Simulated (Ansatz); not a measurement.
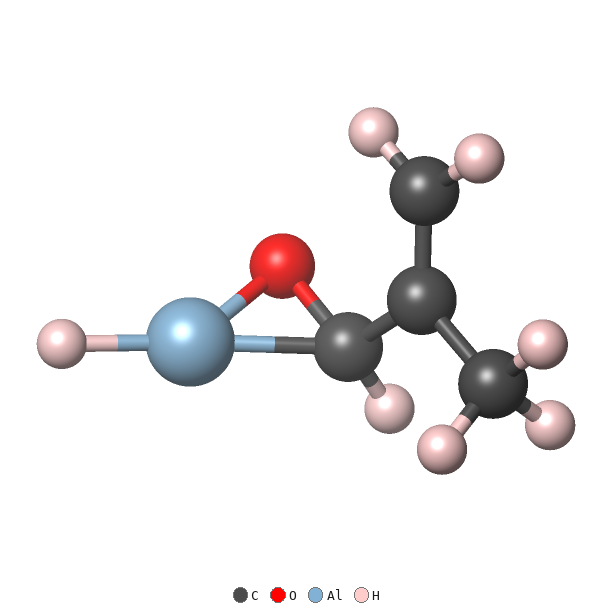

Computed geometry: PBE0-D4/def2-TZVP optimisation. No frequency run is at hand to confirm it as a minimum. Method: RKS r2SCAN-D4/def2-TZVPP (Ansatz 0.2.0).

**Give the LUMO energy (Kohn–Sham orbital) at this level.**

−1.74 eV.

**Give the dispersion correction at this level.**

−7.2 kJ/mol.

**Give the dipole moment at this level.**

2.68 D.

**Estimate the HOMO energy (Kohn–Sham orbital).**

−5.06 eV.
